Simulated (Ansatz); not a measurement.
# BeTe: pressure series

Start from BeTe in the zinc blende structure (space group F-43m, No. 216).

Space group F-43m (No. 216); a = b = c = 5.5542 Å, α = β = γ = 90.00°

```json
[
 {"atom": "Be", "site": "4a", "symmetry": "-43m", "x": "0.0000", "y": "0.0000", "z": "0.0000"},
 {"atom": "Te", "site": "4d", "symmetry": "-43m", "x": "0.7500", "y": "0.7500", "z": "0.7500"}
]
```
(The calculation used a cell of 2 atoms; values per cell refer to that cell.)

Cell and atoms are relaxed at each pressure.

Computed with LDA (Ansatz, a first-principles code; PAW; 420 eV plane waves; no SOC).

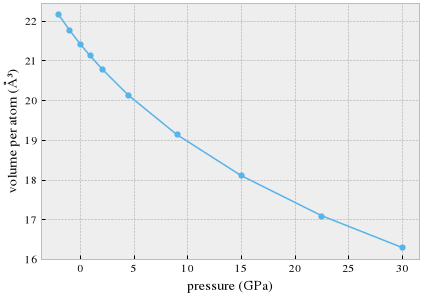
Figure. Volume per atom against pressure

```csv
pressure (GPa),volume per atom
-2,22.15 Å³
-1,21.77 Å³
0.9,21.13 Å³
2.1,20.77 Å³
4.5,20.13 Å³
9,19.14 Å³
15,18.10 Å³
22.5,17.09 Å³
30,16.29 Å³
```

Load acts through the strain it causes; cell and atoms are relaxed under it. Stability against distortions was not tested. Competing high-pressure phases were not computed.
